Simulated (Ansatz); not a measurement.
**SiH4O4 (orthosilicic acid): B3LYP/def2-SVP**

What is the vertical ionisation energy of SiH4O4 (orthosilicic acid) at B3LYP/def2-SVP? 

The calculation is run with Ansatz 0.2.0.

59 further runs of the same task are left out: 1 that didn't finish, 58 set aside as unsound or not needed.

## 1. The structure to begin with

The species is SiH4O4 (9 atoms), meant as a singlet with charge 0. SMILES: `O[Si](O)(O)O`. The shape is that of a PBE0-D4/def2-TZVP optimisation. This is one conformer, not always the lowest.

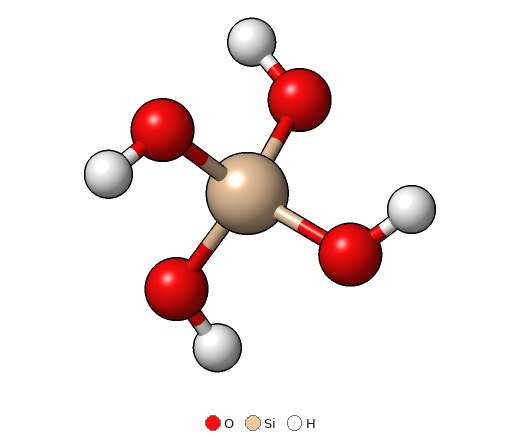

The structure, seen from a chosen angle (oxygen red, silicon light orange, hydrogen white).

## 2. The energy at B3LYP/def2-SVP

The input, molecule.yaml:

```yaml
crystal:
  periodic: [false, false, false]
  atoms:
    - {symbol: O, position_ang: [-0.969050, 0.776350, -1.057560]}
    - {symbol: Si, position_ang: [0.000010, 0.000030, -0.000040]}
    - {symbol: O, position_ang: [1.527610, 0.433680, -0.372150]}
    - {symbol: O, position_ang: [-0.043140, -1.629280, -0.059900]}
    - {symbol: O, position_ang: [-0.515400, 0.419370, 1.489460]}
    - {symbol: H, position_ang: [-0.639460, 0.869750, -1.952330]}
    - {symbol: H, position_ang: [2.226280, -0.135170, -0.046190]}
    - {symbol: H, position_ang: [-0.768040, -2.056130, 0.398680]}
    - {symbol: H, position_ang: [-0.818790, 1.321420, 1.600040]}
basis:
  gaussian:
    orbitals: def2-SVP
total_charge: 0
hamiltonian:
  xc: {name: B3LYP}
accuracy: high
output: {orbitals: {seedname: orbitals}}
```

Started as:

```console
ansatz run molecule.yaml --threads 1 --pin off --max-ram 3480MiB --events-out events.jsonl --progress --plain --runs-dir runs
```

What it wrote:

```text
Warning: RAYON_NUM_THREADS=1 ignored (pool sized by the plan → 1); use --threads N
Functional definition: B3LYP
  name "B3LYP"
  parameter a0 = 0.2
  parameter ax = 0.72
  parameter ac = 0.81
  exchange = (1 - a0 - ax)*slater_x + ax*b88_x + a0*exact_x
  correlation = (1 - ac)*vwn_rpa_c + ac*lyp_c
2020 factors; integrals over basis functions are off by at most 3.8e-9 eV
mean field evaluation 1: about -16113.2941 eV, gradient 9.2e1 eV
mean field evaluation 2: about -16099.0403 eV, gradient 1.3e2 eV
mean field evaluation 4: about -16127.3043 eV, gradient 1.2e0 eV
mean field evaluation 8: about -16127.5058 eV, gradient 2.7e-2 eV
mean field evaluation 16: about -16127.5058 eV, gradient 1.7e-6 eV
mean field -16127.50580604 eV, -592.6749067560 hartree, gradient 4.2e-8 eV, S^2 0.000000; 0 other end points of the search recorded, 0 dependent functions left out
reference -16127.50584400 eV, -592.6749081511 hartree; 25, 25 occupied and 69, 69 virtual orbitals, 2020 factors
Total energy: -16127.50584400 eV, -592.6749081511 hartree
```

Wall time 4.5 s (1 thread of Intel Xeon 6975P-C (Granite Rapids), shared host); peak memory 0.33 GiB.

## 3. The doublet cation, same level

The input, in.yaml:

```yaml
crystal:
  periodic: [false, false, false]
  atoms:
    - {symbol: O, position_ang: [-0.969050, 0.776350, -1.057560]}
    - {symbol: Si, position_ang: [0.000010, 0.000030, -0.000040]}
    - {symbol: O, position_ang: [1.527610, 0.433680, -0.372150]}
    - {symbol: O, position_ang: [-0.043140, -1.629280, -0.059900]}
    - {symbol: O, position_ang: [-0.515400, 0.419370, 1.489460]}
    - {symbol: H, position_ang: [-0.639460, 0.869750, -1.952330]}
    - {symbol: H, position_ang: [2.226280, -0.135170, -0.046190]}
    - {symbol: H, position_ang: [-0.768040, -2.056130, 0.398680]}
    - {symbol: H, position_ang: [-0.818790, 1.321420, 1.600040]}
basis:
  gaussian:
    orbitals: def2-SVP
total_charge: 1
magnetization:
  spin_polarized: true
  initial_magnetization: 1
hamiltonian:
  xc: {name: B3LYP}
accuracy: high
output: {orbitals: {seedname: orbitals}}
```

Started as:

```console
ansatz run in.yaml --threads 1 --pin off --max-ram 3480MiB --events-out events.jsonl --progress --plain --runs-dir runs
```

What it wrote:

```text
Warning: RAYON_NUM_THREADS=1 ignored (pool sized by the plan → 1); use --threads N
[... 7 set-up lines as earlier in the session ...]
2019 factors; integrals over basis functions are off by at most 3.8e-9 eV
mean field evaluation 1: about -16097.7526 eV, gradient 7.4e1 eV
mean field evaluation 2: about -16071.1110 eV, gradient 1.1e2 eV
mean field evaluation 4: about -16114.1746 eV, gradient 2.2e1 eV
mean field evaluation 8: about -16116.5056 eV, gradient 8.5e-1 eV
mean field evaluation 16: about -16116.5106 eV, gradient 3.9e-2 eV
mean field evaluation 32: about -16116.5107 eV, gradient 2.3e-7 eV
mean field -16116.51066010 eV, -592.2708425955 hartree, gradient 8.4e-8 eV, S^2 0.756151; 5 other end points of the search recorded, 0 dependent functions left out
reference -16116.51069576 eV, -592.2708439059 hartree; 25, 24 occupied and 69, 70 virtual orbitals, 2019 factors
Total energy: -16116.51069576 eV, -592.2708439059 hartree
```

Run time: 17 s. Hardware: 1 thread of Intel Xeon 6975P-C (Granite Rapids), shared host; peak memory 0.48 GiB.

## 4. What came out

Level: B3LYP/def2-SVP.

```
                                          quantity          value
                      singlet SiH4O4: total energy  -592.67491 Eh
                       singlet SiH4O4: HOMO energy       -8.41 eV
                       singlet SiH4O4: LUMO energy        0.74 eV
                     singlet SiH4O4: HOMO–LUMO gap        9.15 eV
                      doublet cation: total energy  -592.27084 Eh
doublet cation: HOMO energy (highest over α and β)      -14.86 eV
 doublet cation: LUMO energy (lowest over α and β)      -13.59 eV
                              doublet cation: ⟨S²⟩          0.756
vertical ionisation energy (to the doublet cation)      10.995 eV
```

In words: Removing an electron at fixed nuclei costs 11.00 eV (254 kcal/mol). −ε(HOMO) before ionisation, 8.41 eV, is 2.58 eV below this ionisation energy.
